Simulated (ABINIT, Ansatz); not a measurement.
# CsCaBr3 (Pm-3m): zone-centre phonons, part 3 of 3

Wanted: the vibrations of CsCaBr3 (Pm-3m) at Γ, by two programs.

ABINIT 10.8.3; DFT LDA, scalar-relativistic, plane waves, PseudoDojo norm-conserving pseudopotentials.

So far. Step 5 (Linear response at Γ): The acoustic modes at Γ come out as far as 0.9 cm⁻¹ from zero, where they should vanish, a small numerical error; the Born charges miss their sum rule by 0.013 e, which is good. Step 6 (Zone-centre analysis): The rule moves no optical mode by more than 0.1 cm⁻¹.

### 8. The same in Ansatz

A second program on the same cell, potentials, cutoff and meshes tests the implementation of the phonon response, not its convergence. Its field response is summed in its own way.

This step: DFT LDA, scalar-relativistic, plane waves, PseudoDojo norm-conserving pseudopotentials (Ansatz 0.2.0).

The input, input.yaml:

```yaml
crystal:
  lattice:
    - [5.5257762296, 0.0, 0.0]
    - [0.0, 5.5257762296, 0.0]
    - [0.0, 0.0, 5.5257762296]
  atoms:
    - { symbol: Cs, position: [0.0, 0.0, 0.0] }
    - { symbol: Ca, position: [0.5, 0.5, 0.5] }
    - { symbol: Br, position: [0.5, 0.0, 0.5] }
    - { symbol: Br, position: [0.0, 0.5, 0.5] }
    - { symbol: Br, position: [0.5, 0.5, 0.0] }
kpoints:
  mp_grid: { grid: [4, 4, 4] }
hamiltonian:
  xc: lda
  pseudopotentials: { kind: nc, accuracy: standard }
scf:
  occupations: { method: fixed }
output:
  eigenvalues: true
basis:
  ecutwfc: 816.342
phonons:
  method: dfpt
  dielectric: true
  rigid_motions: translations
```

Run with:

```bash
$ ansatz run input.yaml --threads 4 --pin off --max-ram 8192MiB --backend cpu --events-out ev --progress --plain --runs-dir out
```

The program printed:

```text
Warning: basis.ecutwfc = 816.342 eV is below the records' recommended 979.609905 eV, and the density's cutoff is lower with it unless basis.ecutrho_ratio is high enough to keep the records' density cutoff: compare with a run at a higher cutoff
Engine: ansatz 0.2.0, aarch64-unknown-linux-gnu
Pseudopotentials: kind: nc
Pseudopotential: Cs, nc, valence charge 9, recommended cutoff 653.07327 eV (normal), Cs.nc.azcp (PseudoDojo's, or run here from an input of PseudoDojo's; its table is named by hamiltonian.pseudopotentials.accuracy)
Pseudopotential: Ca, nc, valence charge 10, recommended cutoff 979.609905 eV (normal), Ca.nc.azcp (PseudoDojo's, or run here from an input of PseudoDojo's; its table is named by hamiltonian.pseudopotentials.accuracy)
Pseudopotential: Br, nc, valence charge 7, recommended cutoff 598.650497 eV (normal), Br.nc.azcp (PseudoDojo's, or run here from an input of PseudoDojo's; its table is named by hamiltonian.pseudopotentials.accuracy)
Functional definition: SPW92
  exchange = slater_x
  correlation = pw_c
Crystal: 5 atoms, lattice volume = 168.725 Å³
Basis set: ecut = 816.342 eV, 8925 PW (Γ), exchange–correlation on 108×108×108 points (8 copies of the dense FFT grid, shifted against one another)
Bands: 25, of which v1, the nominal top of the filled ones, is band 20 counted from 1 (19 counted from 0)
Symmetry: 48 space group operations
k-points: 30 of 64 (irreducible under 2 space group operations, time reversal used)
Non-local potential: Cs, projectors of the file, l = 0: 2, l = 1: 2, l = 2: 2, l = 3: 2
Non-local potential: Ca, projectors of the file, l = 0: 2, l = 1: 2, l = 2: 2
Non-local potential: Br, projectors of the file, l = 0: 2, l = 1: 2, l = 2: 2
Initial density: superposition of atomic densities (chi_scale 0.1, normalization cell, long waves kept (reshape's long-wave potential 0.00 eV rms))
Initial wavefunctions: pseudopotential atomic-orbital guess
Functional: x = slater, c = lda
SCF iter   1: F=—  HF=-2990.886456 eV  |F-HF|=—  |Δ(HF+E_count)|=         —  Δρ=4.26e-2  dr2=6.06e0  ethr=3.10e-3  ⟨swp⟩=9.6  Hψ=5638  notcnv=0  defer=96
preconditioner: auto → Resta (q_TF=auto, 2.146 Å⁻¹)  ε∞=4.0  [insulator: Δε(μ)=2.133 eV  Ē_g=9.037 eV  n_scr=26 (ndim 8)  ℏωp=15.7 eV  f_vac=0.000  ε∞_Penn≈4.0]
SCF iter   2: F=—  HF=-2988.906587 eV  |F-HF|=—  |Δ(HF+E_count)|=    1.98e0  Δρ=1.27e-2  dr2=6.50e-1  ethr=3.10e-3  ⟨swp⟩=5.7  Hψ=2379  notcnv=0  defer=69
SCF iter   3: F=—  HF=-2988.648241 eV  |F-HF|=—  |Δ(HF+E_count)|=   2.58e-1  Δρ=5.01e-3  dr2=7.58e-2  ethr=1.63e-3  ⟨swp⟩=5.0  Hψ=1813  notcnv=0  defer=70
SCF iter   4: F=—  HF=-2988.620008 eV  |F-HF|=—  |Δ(HF+E_count)|=   2.82e-2  Δρ=1.13e-3  dr2=2.78e-3  ethr=1.90e-4  ⟨swp⟩=4.7  Hψ=1625  notcnv=0  defer=80
SCF iter   5: F=—  HF=-2988.619600 eV  |F-HF|=—  |Δ(HF+E_count)|=   4.09e-4  Δρ=2.71e-4  dr2=2.77e-4  ethr=6.94e-6  ⟨swp⟩=5.0  Hψ=1625  notcnv=0  defer=84
SCF iter   6: F=—  HF=-2988.619563 eV  |F-HF|=—  |Δ(HF+E_count)|=   3.68e-5  Δρ=7.01e-5  dr2=6.44e-6  ethr=6.94e-7  ⟨swp⟩=3.5  Hψ=1721  notcnv=0  defer=83
SCF iter   7: F=—  HF=-2988.619559 eV  |F-HF|=—  |Δ(HF+E_count)|=   3.73e-6  Δρ=1.21e-5  dr2=3.82e-7  ethr=1.61e-8  ⟨swp⟩=2.3  Hψ=1218  notcnv=0  defer=79
SCF iter   8: F=—  HF=-2988.619716 eV  |F-HF|=—  |Δ(HF+E_count)|=   1.56e-4  Δρ=2.99e-6  dr2=1.01e-8  ethr=9.56e-10  ⟨swp⟩=3.0  Hψ=1499  notcnv=0  defer=75
SCF iter   9: F=—  HF=-2988.619716 eV  |F-HF|=—  |Δ(HF+E_count)|=  2.72e-10  Δρ=3.35e-7  dr2=2.18e-10  ethr=2.52e-11  ⟨swp⟩=2.6  Hψ=1328  notcnv=0  defer=75
SCF iter  10: F=-2988.619716 eV  HF=-2988.619716 eV  |F-HF|=2.73e-12  |Δ(HF+E_count)|=  9.55e-12  Δρ=5.16e-8  dr2=6.31e-12  ethr=1.00e-12  ⟨swp⟩=24.4  Hψ=8228  notcnv=0
SCF 1 converged in 10 iterations: F = -2988.619716 eV  dr2 = 6.31e-12
DFPT response loops at Γ: preconditioner auto → none (the input reference at scf.mixing.eps_inf says where Resta's filter doesn't serve); β = 0.50; Broyden in place of MSR1
── the response to a field inside a basis, on 4×4×4 k-points: an SCF that follows is theirs, and a resumed run solves both again ──
Bands: 21, of which v1, the nominal top of the filled ones, is band 20 counted from 1 (19 counted from 0)
k-points: 4 of 64
Initial density: handed on by an earlier stage of this run
Initial wavefunctions: pseudopotential atomic-orbital guess (no wavefunctions were taken with the density)
Eigensolver: Dense (4 Hₖ)
SCF iter   1: F=—  HF=-2988.610866 eV  |F-HF|=—  |Δ(HF+E_count)|=         —  Δρ=1.12e-4  dr2=3.42e-6  ethr=1.00e-1
preconditioner: auto → Resta (q_TF=auto, 2.146 Å⁻¹)  ε∞=3.5  [insulator: Δε(μ)=4.855 eV  Ē_g=9.890 eV  n_scr=26 (ndim 8)  ℏωp=15.7 eV  f_vac=0.015  ε∞_Penn≈3.5]
SCF iter   2: F=—  HF=-2988.610867 eV  |F-HF|=—  |Δ(HF+E_count)|=   1.46e-6  Δρ=5.70e-5  dr2=8.76e-7  ethr=8.54e-9
SCF iter   3: F=-2988.610868 eV  HF=-2988.610868 eV  |F-HF|=1.67e-9  |Δ(HF+E_count)|=   6.56e-7  Δρ=2.63e-6  dr2=7.79e-9  ethr=2.19e-9
SCF 1 converged in 3 iterations: F = -2988.610868 eV  dr2 = 7.79e-9
DFPT response loops at Γ: mixed as the last ones told, above
SCF converged after 10 iterations
Free energy (F): -2988.619716 eV
Harris-Foulkes:  -2988.619716 eV  (|F-HF|=2.73e-12)
Internal energy: -2988.619716 eV  (E = F + TS)
E sigma→0 (E₀):  -2988.619716 eV
Fermi energy:    2.837219 eV
--- Per-component energies (eV) ---
  E_band       = -258.353461
  E_kinetic    = 863.401407
  E_local      = -2020.405091  (includes V_loc(G=0)·N_el)
  E_nonlocal   = 365.841036
  E_hartree    = 576.005613
  E_xc         = -810.267885
  E_vxc        = -619.202106  (∫ρ·V_xc dr)
  E_ewald      = -1963.194794
  E_smearing   = -0.000000  (= −TS)
  E_closure    = -0.000000  (closes the sum)
  Σ components = -2988.619716   (vs F -2988.619716, Δ=0.00e0)
--- Band table (eV; the first three rows and the last of 30) ---
  k-point 0: bands = [... 16 lower, 2.1478, 2.6034, 2.6034, 2.6034, 7.1978, 7.3010, 7.3010, 7.3010, ... 1 higher]
  k-point 1: bands = [... 16 lower, 1.9906, 2.0272, 2.4757, 2.4757, 7.4092, 7.9293, 7.9293, 7.9806, ... 1 higher]
  k-point 2: bands = [... 16 lower, 1.8147, 1.9160, 2.3735, 2.3735, 7.5373, 8.7364, 8.7364, 8.8341, ... 1 higher]
  k-point 29: bands = [... 16 lower, 1.2730, 2.8372, 2.8372, 2.8372, 8.6523, 8.6523, 8.6523, 8.8958, ... 1 higher]
--- Phonons (Γ-DFPT): 4 representative perturbations + reference, on 30 of 64 k-points (Σ response iterations 14) ---
  k mesh reduced under 2 symmetry operations, with k and −k counted as one. Each operation leaves every solved perturbation unchanged. A smaller set is not considered because the run solves the response to a homogeneous field
  ASR residual: 2.038e-4 → 0.000e0 eV/Å²; symmetrization residual: 6.235e-6 eV/Å²
  ASR residual per site (eV/Å²): 9.51e-5 2.04e-4 1.28e-5 1.28e-5 1.28e-5
  Γ frequencies (cm⁻¹): 0.00 0.00 0.00 33.62 33.62 33.62 36.02 36.02 36.02 66.86 66.86 66.86 232.20 232.20 232.20
  ε∞ (high-frequency dielectric tensor):
        3.306145     0.000000     0.000000
        0.000000     3.306145     0.000000
        0.000000     0.000000     3.306145
  ε⁰ (static dielectric tensor: ions relaxed, cell fixed):
       12.918025    -0.000000     0.000000
       -0.000000    12.918025     0.000000
        0.000000     0.000000    12.918025
  ε⁰ − ε∞ (ionic part):
        9.611880    -0.000000     0.000000
       -0.000000     9.611880     0.000000
        0.000000     0.000000     9.611880
  softest optical mode at Γ: 33.62 cm⁻¹; the repairs (sum rule, projections) moved no ω² at Γ by more than (1.42 cm⁻¹)²
  Born effective charges Z* (e; rows j = field, columns β = displacement):
    site 0:
         1.35395    0.00000    0.00000
         0.00000    1.35395    0.00000
         0.00000    0.00000    1.35395
    site 1:
         2.47495    0.00000    0.00000
        -0.00000    2.47495    0.00000
         0.00000    0.00000    2.47495
    site 2:
        -0.89735   -0.00000    0.00000
         0.00000   -2.03419    0.00000
         0.00000    0.00000   -0.89735
    site 3:
        -2.03419   -0.00000    0.00000
         0.00000   -0.89735    0.00000
         0.00000    0.00000   -0.89735
    site 4:
        -0.89735    0.00000    0.00000
        -0.00000   -0.89735    0.00000
         0.00000    0.00000   -2.03419
  Z* charge neutrality: 1.101e-2 e pre-enforcement
  solved inside a basis spanned on kpoints, on 4×4×4 k-points, its susceptibility summed on 8×8×8: ε∞ is read to err by 9.4e-3, Z* by 1.5e-2 e (field_mesh: kpoints solves on kpoints); Z* is corrected for what the basis lacks
  optical modes at Γ without the LO–TO term, one row a degenerate level:
      ω (cm⁻¹)  modes    IR ((D/Å)²/amu)
         33.62      3             1.9890
         36.02      3             0.0000
         66.86      3             1.2293
        232.20      3            13.2938
  optical modes at Γ + LO–TO along q̂ = [1.0000, 0.0000, 0.0000]:
      ω (cm⁻¹)  modes    IR ((D/Å)²/amu)
         33.62      2             1.3260
         36.02      3             0.0000
         48.53      1             0.1279
         66.86      2             0.8195
         79.27      1             0.4515
        232.20      2             8.8626
        268.19      1             4.9246
  optical modes at Γ + LO–TO along q̂ = [0.0000, 1.0000, 0.0000]:
      ω (cm⁻¹)  modes    IR ((D/Å)²/amu)
         33.62      2             1.3260
         36.02      3             0.0000
         48.53      1             0.1279
         66.86      2             0.8195
         79.27      1             0.4515
        232.20      2             8.8626
        268.19      1             4.9246
  optical modes at Γ + LO–TO along q̂ = [0.0000, 0.0000, 1.0000]:
      ω (cm⁻¹)  modes    IR ((D/Å)²/amu)
         33.62      2             1.3260
         36.02      3             0.0000
         48.53      1             0.1279
         66.86      2             0.8195
         79.27      1             0.4515
        232.20      2             8.8626
        268.19      1             4.9246
```

It took 78 s on 4 threads of Arm Neoverse V1, shared host; peak memory 1.8 GiB.

This step gave:

```
sum-rule residual before enforcement             : 2.04e-4 eV/Å²
miss of the charge sum rule                      : 0.01101 e
estimated error of the dielectric tensor         : 0.009441
estimated error of the Born charges              : 0.01509 e
mean high-frequency dielectric constant          : 3.306
largest Born charge in size (third of the trace) : 2.475 e
mean static dielectric constant                  : 12.92
```

Transverse modes. Lines of the infrared spectrum (strongest = 100):

| position (cm⁻¹) | label | IR intensity ((D/Å)²/amu), degenerate modes summed, relative |
| --- | --- | --- |
| 34 | T1u | 15 |
| 36 | T2u | 0.0 |
| 67 | T1u | 9.2 |
| 232 | T1u | 100 |

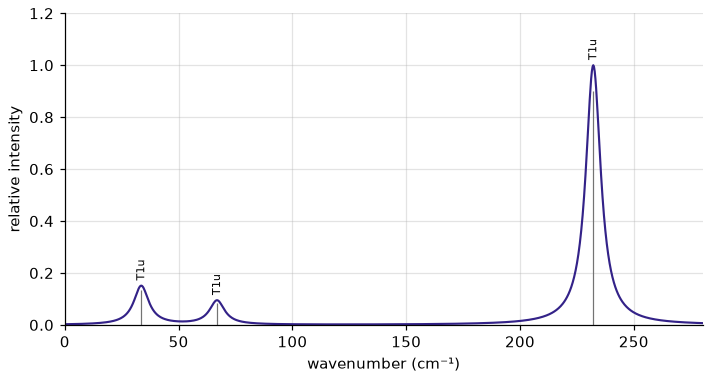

The infrared spectrum, broadened with Lorentzians of width 8 cm⁻¹; bars mark the lines.

### 9. Side by side: ABINIT PseudoDojo and Ansatz, PseudoDojo

Numbers from this step:

- root-mean-square difference: 0 cm⁻¹
- largest difference: 0 cm⁻¹

The two runs side by side. Further quantities:

| quantity | ABINIT PseudoDojo | Ansatz, PseudoDojo |
| --- | --- | --- |
| mean ε∞ | 3.314 | 3.306 |
| largest Born charge in size (e; the first before, the second after the charge sum rule) | 2.472 | 2.475 |
| summed IR intensity ((D/Å)²/amu) | 16.55 | 16.51 |

At the zone centre the largest difference (acoustic modes at Γ apart) is 0.004 % of the highest mode.

### 10. Results

```
space group after relaxation                                           : Pm-3m
volume per atom                                                        : 33.7 Å³
highest optical zone-centre mode (no LO-TO term)                       : 232.2 cm⁻¹
lowest optical zone-centre mode                                        : 33.6 cm⁻¹
highest mode moved by the LO-TO term                                   : 268.2 cm⁻¹
mean high-frequency dielectric constant                                : 3.31
largest Born charge in size (third of the trace)                       : 2.47 e
mean static dielectric constant                                        : 12.9
imaginary optical modes at the zone centre (no q mesh in this session) : none
largest difference from Ansatz, PseudoDojo                             : 0 cm⁻¹
```

In words: At the LDA level the optical modes of CsCaBr3 (Pm-3m) at the zone centre (no LO-TO term) run from 34 to 232 cm⁻¹. Along the directions run, the highest mode that the macroscopic field moves lies at 268 cm⁻¹. Lattice motion raises the mean dielectric constant from 3.314 to 12.94. ABINIT PseudoDojo and Ansatz, PseudoDojo agree to 0.01 cm⁻¹ (0.004 % of the highest mode compared) on all solved modes but the acoustic ones at Γ, without the LO-TO term. These are harmonic frequencies at zero temperature: anharmonic shifts and linewidths and thermal expansion are left out. Spin-orbit coupling is left out, which can matter for the heavy elements here. Ansatz warns that the cutoff lies 17 % under the one recommended for these files; agreement at one cutoff is not convergence. The structure comes from a database by way of an earlier relaxation and need not be the phase that is stable at ambient conditions.

[Host names and launcher messages were left out of these logs when they were recorded.]

[Logs are printed without paths, hosts, clocks, repeated set-up lines and the standing remarks that a program may print on its own settings, such as how far it seeks lower states.]

[Hosts, paths, dates, database ids (printed as entryN), source tags and the programs' standing remarks are cut or masked in the printed files.]
